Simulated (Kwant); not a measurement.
Device: wire with a row of barriers in a InAs two-dimensional gas. Effective mass 0.023 mₑ, grid spacing 6.7 nm, hard walls, nominal width 200 nm (29 grid rows, so walls 201 nm apart), one parabolic valley, scattering region 670 nm long along x; energies count from the band bottom; Fermi energy swept from 0.00032698 to 0.0038829 eV. 4 barrier(s) across the wire, height 0.0079 eV, thickness 20.1 nm (about 3 grid columns), spaced by 80.4 nm.

The device is made up for the run: typed textbook-type constants, with dimensions and the other settings drawn at random.

Kwant, effective-mass tight-binding model on a square grid, one spin, coherent transport at 0 K. Conductance is in e²/h.

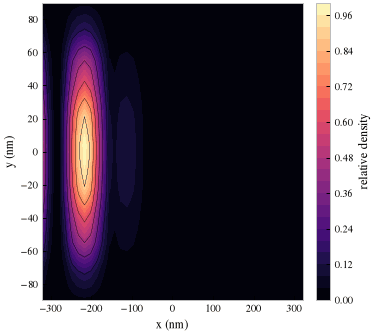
Figure. Density of the scattering states that come in from the left lead, at energy = 0.0012216 eV, in bins, relative to the largest site value

The conductance there is 0.00014 e²/h with 1 open channel(s) in the leads.
